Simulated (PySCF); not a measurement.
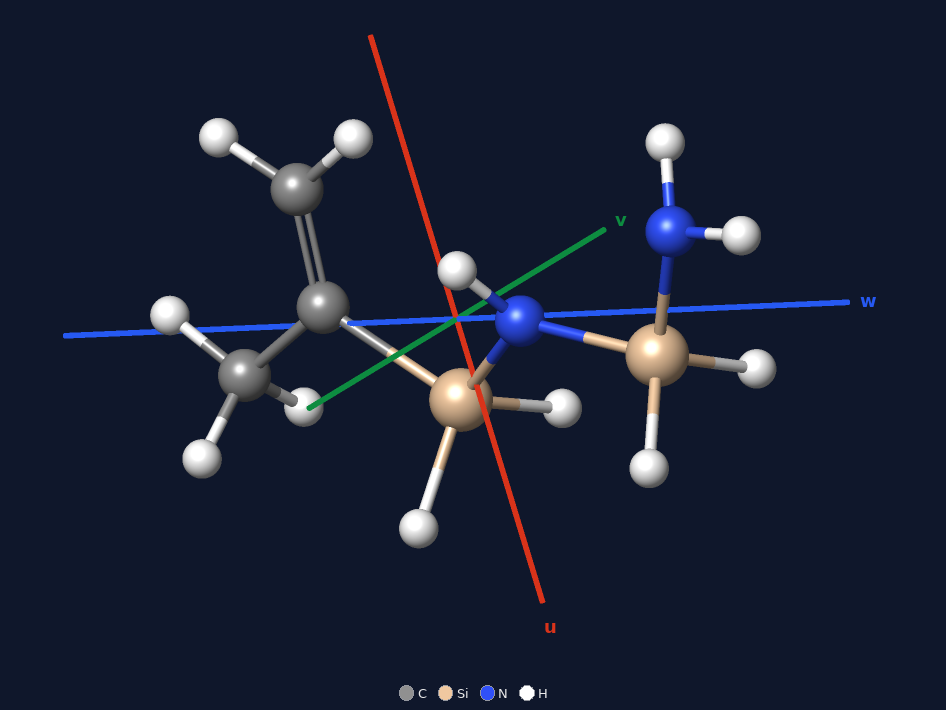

The lines u, v and w are the principal axes of the static dipole polarisability. The geometry was computed by an optimisation with GFN2-xTB. No frequency run is at hand to confirm it as a minimum. Method: CAM-B3LYP/def2-SVPD (PySCF 2.14.0).

**Along which axis is the molecule most polarisable, and along which least?**

Most along w, least along v.

**Give the three principal values.**

u 107.8, v 82.2, w 119.0 bohr³; mean 103.0, anisotropy 32.7 bohr³.

The geometry is semi-empirical. Around Si such bond lengths and angles can be off by a tenth of an ångström or more and by several degrees, and values that hang on the shape move with them.
